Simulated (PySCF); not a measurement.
Si(OH)(OMe)(OEt)(NH2), C3H11NO3Si, SMILES CCO[Si](N)(O)OC, GFN2-xTB optimised geometry. Atoms within 1.6 Å of the plane z = 0.0 Å (x, y, z in Å): O3 (-0.51, -2.21, -1.41), Si4 (-0.19, -1.49, 0.00), N5 (1.53, -1.49, 0.00), O6 (-0.70, -2.27, 1.35), O7 (-1.00, -0.07, 0.00), C8 (-1.24, 0.77, 1.09), H12 (-2.38, -3.03, -1.57), H14 (2.00, -1.27, -0.86), H15 (2.01, -1.05, 0.77), H16 (-0.32, -3.12, 1.54), H18 (-2.01, 1.49, 0.80), H19 (-0.33, 1.32, 1.36).

Computed with CAM-B3LYP/def2-SVP in PySCF. Cells within 0.4 Å of a nucleus heavier than hydrogen are left out (blank, or x).

Map of the deformation density (molecule minus spherical neutral atoms) (e/bohr³) on the plane z = 0.0 Å:

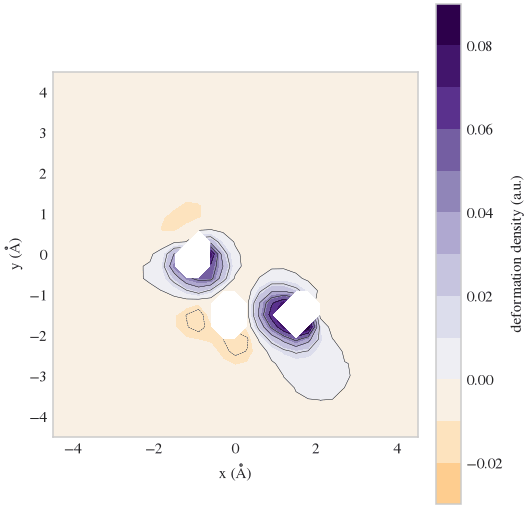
Figure: Deformation density (molecule minus spherical neutral atoms) (e/bohr³) on the plane z = 0.0 Å.
